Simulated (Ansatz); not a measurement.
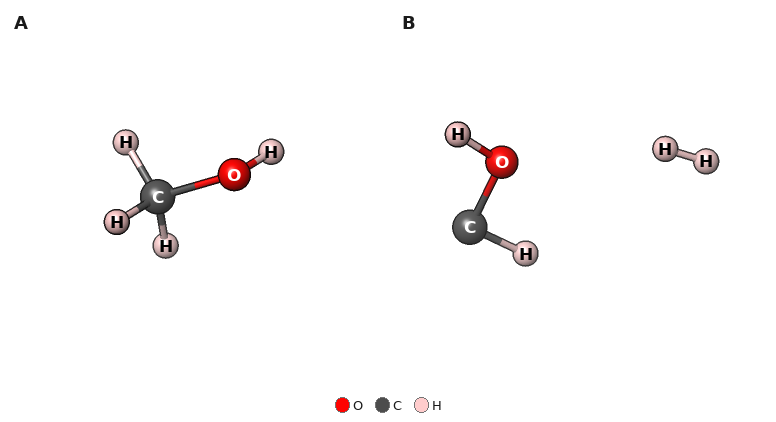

2 stationary structures of one formula. Geometries: PBE0-D4/def2-TZVP. Electronic energies: RHF-CCSD(T) (frozen core)/def2-TZVPP (Ansatz 0.2.0), without zero-point energy. No frequency run is at hand to confirm each as a minimum.

Which structure is the most stable?

Answer. A is lowest (Cs, a minimum); B lies 3.451 eV above it (Cs).
